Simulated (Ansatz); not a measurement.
H$_{4}$Si$_{2}$···CH$_{4}$

```xyz
11

Si   -0.3601   -0.5501   -0.8388
C     1.5485    0.0444    1.7119
H     0.4794   -0.2350    1.7627
H     2.1446   -0.7592    2.1733
H     1.6875    0.9903    2.2597
H     1.8878    0.1838    0.6700
Si   -1.1254    1.7358   -0.8634
H    -2.3964    1.6727   -1.6878
H    -1.4999    2.3457    0.4639
H    -0.2069    2.7006   -1.5668
H    -1.4403   -0.8805    0.2194
```

Computed with RKS revPBE/6-31G* (Ansatz 0.2.0).

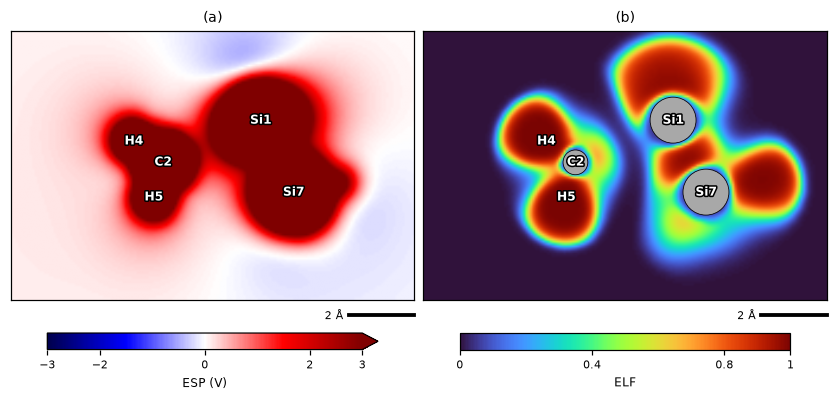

Figure 1. (a) electrostatic potential; (b) electron localisation function on the plane of atoms H4, C2 and H5. Grey discs cover the atomic cores in the ELF map.

Interpret the plot.

- The plane passes through Si, C and H nuclei.
- Si–Si (2.41 Å): the ELF peaks at about 0.95 between the atoms, as expected for localised, covalent bonding.
- C–H (1.10 Å): the ELF climbs to about 1 towards the hydrogen, as it does in any bond to H (a covalent bond by its length).
- The ELF also peaks beside Si1, away from the bonds: lone-pair regions.
- Outside the dense part of the complex the potential is most negative (−0.5 V) near Si1.

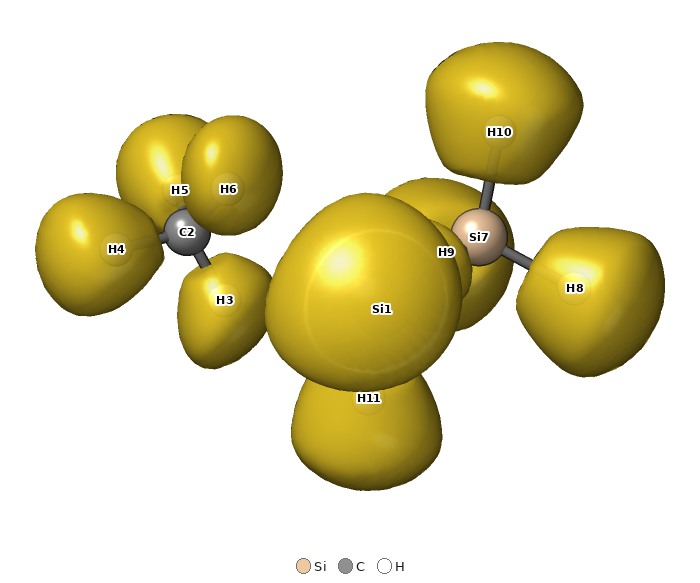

Figure 2. Isosurface of the ELF at 0.85 (yellow), seen at a tilt. Only the valence region is drawn (cores and ρ < 0.01 e/Å³ removed).

Describe the localisation domains.

The surface consists of one region between bonded Si–Si atoms (shared pairs), eight regions around hydrogen nuclei and one lobe on Si, pointing away from the bonds (lone pairs).


Si1···H3 (2.75 Å): the ELF dips to about 0.05 between them.

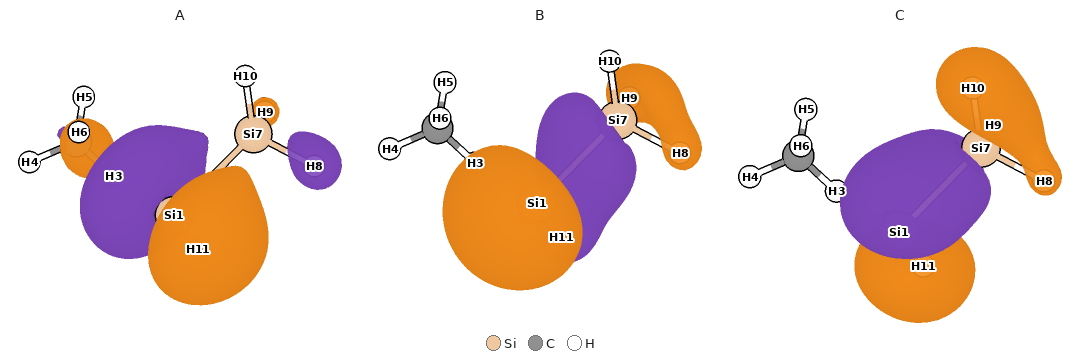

Figure 3. Three frontier orbitals at ±0.1 Å⁻³ᐟ² (orange and purple are the two phases), in no order.

Which picture is the HOMO−1, the HOMO and the LUMO?

C is the HOMO−1 (−7.03 eV). Its weight (Hirshfeld) is mainly on Si1 (about 40 %), H11 (about 25 %), Si7 (about 20 %) and H10 (about 10 %). B is the HOMO (−5.50 eV). By Hirshfeld shares it lies mainly on Si1 (about 65 %) and Si7 (about 20 %). A is the LUMO (−3.72 eV). Its weight (Hirshfeld) is mainly on Si1 (about 75 %).

What is the HOMO–LUMO gap?

1.78 eV between the orbital energies.

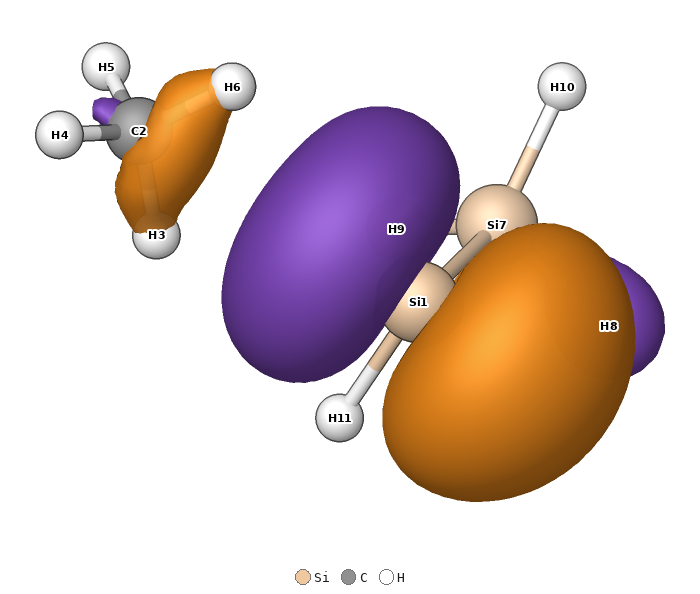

Figure 4. One frontier orbital at ±0.1 Å⁻³ᐟ² (orange and purple are the two phases), seen at a tilt.

Which orbital is it: HOMO or LUMO?

The LUMO, at −3.72 eV. By Hirshfeld shares it lies mainly on Si1 (about 75 %).
